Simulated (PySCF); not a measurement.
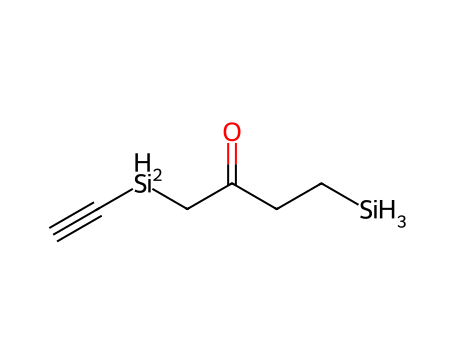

Computed geometry: GFN2-xTB optimisation. No frequency run is at hand to confirm it as a minimum. Method: PBE0/pcSseg-1, gas phase (PySCF 2.14.0).

Give the dipole moment at this level.

Answer. 4.24 D.

Give the HOMO–LUMO gap at this level.

Answer. 6.41 eV.

What is the HOMO energy (Kohn–Sham orbital)?

Answer. −7.47 eV.

The geometry is semi-empirical. Around Si such bond lengths and angles can be off by a tenth of an ångström or more and by several degrees, and values that hang on the shape move with them.
